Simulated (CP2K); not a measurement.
# CH6ClNSi (SMILES C[SiH](N)Cl) at GFN2-xTB

Aim: the energy change on altering one bond length of CH6ClNSi at GFN2-xTB, from 2 runs. 

Program for the calculation: CP2K 2026.2.

2 further runs of the same task are left out: 2 that didn't finish.

## 1. The structure to begin with

CH6ClNSi has 10 atoms, charge 0, and is taken as a singlet. SMILES: `C[SiH](N)Cl`. The coordinates come from a PBE0-D4/def2-TZVP relaxation. This is one conformer, not always the lowest.

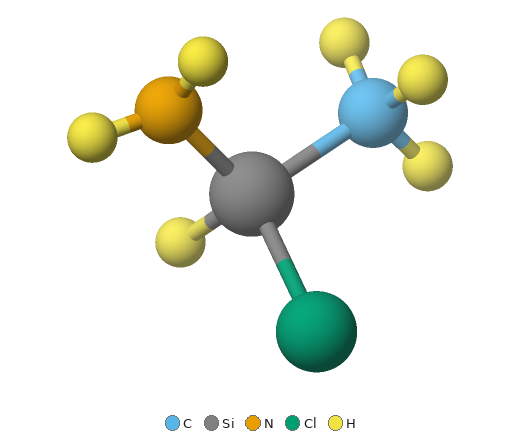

The structure, seen from a chosen angle (carbon blue, silicon grey, nitrogen amber, chlorine teal, hydrogen yellow).

## 2. The energy at GFN2-xTB

File mol.inp:

```
&GLOBAL
   PROJECT mol
   RUN_TYPE ENERGY
   PRINT_LEVEL MEDIUM
&END GLOBAL

&FORCE_EVAL
   METHOD QS
   &DFT
      ! Quickstep
      &QS
         METHOD XTB
         EPS_DEFAULT 1.0E-10
         &XTB
            GFN_TYPE TBLITE
            &TBLITE
               METHOD GFN2
            &END TBLITE
            CHECK_ATOMIC_CHARGES F
         &END XTB
      &END QS
      ! no periodic images
      &POISSON
         PERIODIC NONE
         POISSON_SOLVER ANALYTIC
      &END POISSON
      &SCF
         SCF_GUESS ATOMIC
         EPS_SCF 1.0E-07
         MAX_SCF 150
         ADDED_MOS 4
         &DIAGONALIZATION
            ALGORITHM STANDARD
         &END DIAGONALIZATION
         &MIXING
            METHOD DIRECT_P_MIXING
            ALPHA 0.4
         &END MIXING
      &END SCF
      &PRINT
         &MOMENTS
            PERIODIC F
            REFERENCE COM
            MAX_MOMENT 1
         &END MOMENTS
         &MO ON
            ENERGIES T
            OCCUPATION_NUMBERS T
            NDIGITS 6
            &EACH
               QS_SCF 0
            &END EACH
            ADD_LAST NUMERIC
         &END MO
         &HIRSHFELD OFF
         &END HIRSHFELD
      &END PRINT
   &END DFT
   &SUBSYS
      &CELL
         ABC 19.6 19.4 19.4
         PERIODIC NONE
      &END CELL
      &COORD
         C     -0.924300     0.960300    -0.429600
         Si    -0.055600    -0.637600    -0.073400
         N      1.200800    -0.379200     1.050800
         Cl     0.594900    -1.392500    -1.900800
         H     -1.720000     0.809500    -1.161600
         H     -1.359500     1.369700     0.485000
         H     -0.226900     1.694300    -0.841400
         H     -0.936500    -1.689500     0.482600
         H      1.847500     0.382600     0.917600
         H      1.662700    -1.168700     1.473800
      &END COORD
      &TOPOLOGY
         &CENTER_COORDINATES
         &END CENTER_COORDINATES
      &END TOPOLOGY
   &END SUBSYS
&END FORCE_EVAL
```

Run with:

```console
$ OMP_NUM_THREADS=1 cp2k.psmp mol.inp > mol.out
```

The program printed:

```text
CP2K| version string:                                       CP2K version 2026.2
[...]
 GLOBAL| Method name                                                        CP2K
[...]
 GLOBAL| Run type                                                         ENERGY
[...]
                             - Atoms:                                         10
[...]
                             - Spherical basis functions:                     32
[...]
 Number of electrons:                                                         26
[...]
  *** SCF run converged in    23 steps ***
[...]
  Fermi energy:                                                -0.19108784627794
[...]
 TB_DIPOLE| Moment [Debye]          0.09379561       0.93424612       2.55258750
 TB_DIPOLE| Derivative [a.u.]       0.00000000       0.00000000       0.00000000
[...]
 ENERGY| Total FORCE_EVAL ( QS ) energy [hartree]            -14.455726500300759
[...]
```

It took 0.24 s on 1 thread of Arm Neoverse V2, shared host.

## 3. The distorted shape

File gas.inp:

```
&GLOBAL
    PROJECT_NAME gas
    RUN_TYPE ENERGY
    PRINT_LEVEL MEDIUM
&END GLOBAL

&FORCE_EVAL
    METHOD QS
    &DFT
        &QS
            METHOD XTB
            EPS_DEFAULT 1.0E-10
            &XTB
                GFN_TYPE TBLITE
                &TBLITE
                    METHOD GFN2
                &END TBLITE
                CHECK_ATOMIC_CHARGES F
            &END XTB
        &END QS
        &POISSON
            PERIODIC NONE
            POISSON_SOLVER ANALYTIC
        &END POISSON
        &SCF
            SCF_GUESS ATOMIC
            EPS_SCF 1.0E-07
            MAX_SCF 150
            ADDED_MOS 4
            &DIAGONALIZATION
                ALGORITHM STANDARD
            &END DIAGONALIZATION
            &MIXING
                METHOD DIRECT_P_MIXING
                ALPHA 0.4
            &END MIXING
        &END SCF
        &PRINT
            &MOMENTS
                PERIODIC F
                REFERENCE COM
                MAX_MOMENT 1
            &END MOMENTS
            &MO ON
                ENERGIES T
                OCCUPATION_NUMBERS T
                NDIGITS 6
                &EACH
                    QS_SCF 0
                &END EACH
                ADD_LAST NUMERIC
            &END MO
            &HIRSHFELD OFF
            &END HIRSHFELD
        &END PRINT
    &END DFT
    &SUBSYS
        &CELL
            ABC 19.6 19.4 19.6
            PERIODIC NONE
        &END CELL
        &COORD
            C     -1.021887     1.073549    -0.155457
            Si    -0.153187    -0.524351     0.200743
            N      1.103213    -0.265951     1.324943
            Cl     0.594900    -1.392500    -1.900800
            H     -1.817587     0.922749    -0.887457
            H     -1.457087     1.482949     0.759143
            H     -0.324487     1.807549    -0.567257
            H     -1.034087    -1.576251     0.756743
            H      1.749913     0.495849     1.191743
            H      1.565113    -1.055451     1.747943
        &END COORD
        &TOPOLOGY
            &CENTER_COORDINATES
            &END CENTER_COORDINATES
        &END TOPOLOGY
    &END SUBSYS
&END FORCE_EVAL
```

Run with:

```console
$ OMP_NUM_THREADS=1 cp2k.psmp gas.inp > gas.out
```

The program printed:

```text
CP2K| version string:                                       CP2K version 2026.2
[...]
 GLOBAL| Method name                                                        CP2K
[...]
 GLOBAL| Run type                                                         ENERGY
[...]
                             - Atoms:                                         10
[...]
                             - Spherical basis functions:                     32
[...]
 Number of electrons:                                                         26
[...]
  *** SCF run converged in    25 steps ***
[...]
  Fermi energy:                                                -0.23798523740370
[...]
 TB_DIPOLE| Moment [Debye]         -0.52577309       1.87550555       4.45458118
 TB_DIPOLE| Derivative [a.u.]       0.00000000       0.00000000       0.00000000
[...]
 ENERGY| Total FORCE_EVAL ( QS ) energy [hartree]            -14.440200328991102
[...]
```

It took 0.24 s on 1 thread of Arm Neoverse V2, shared host.

## 4. What came out

At GFN2-xTB:

| quantity | value |
| --- | --- |
| first shape: total energy | -14.45573 Eh |
| first shape: dipole moment (from atomic charges alone) | 2.72 D |
| first shape: HOMO energy | -10.90 eV |
| first shape: LUMO energy | -4.30 eV |
| first shape: HOMO–LUMO gap | 6.59 eV |
| first shape: dispersion energy | -15.25 kJ/mol |
| distorted shape: total energy | -14.44020 Eh |
| distorted shape: dipole moment (from atomic charges alone) | 4.86 D |
| distorted shape: HOMO energy | -10.57 eV |
| distorted shape: LUMO energy | -5.58 eV |
| distorted shape: HOMO–LUMO gap | 4.99 eV |
| distorted shape: dispersion energy | -14.65 kJ/mol |
| energy change with the Si2–Cl4 bond stretched from 2.081 to 2.394 Å | 0.422 eV |

In words: With the Si2–Cl4 bond stretched from 2.081 to 2.394 Å the energy rises by 0.42 eV (9.7 kcal/mol). The first shape isn't relaxed at this level, so the change isn't measured from a minimum. The dipole (first shape) comes from point charges on the atoms alone, without atomic dipoles, so it is partial. The dipole (distorted shape) comes from point charges on the atoms alone, without atomic dipoles, so it is partial.
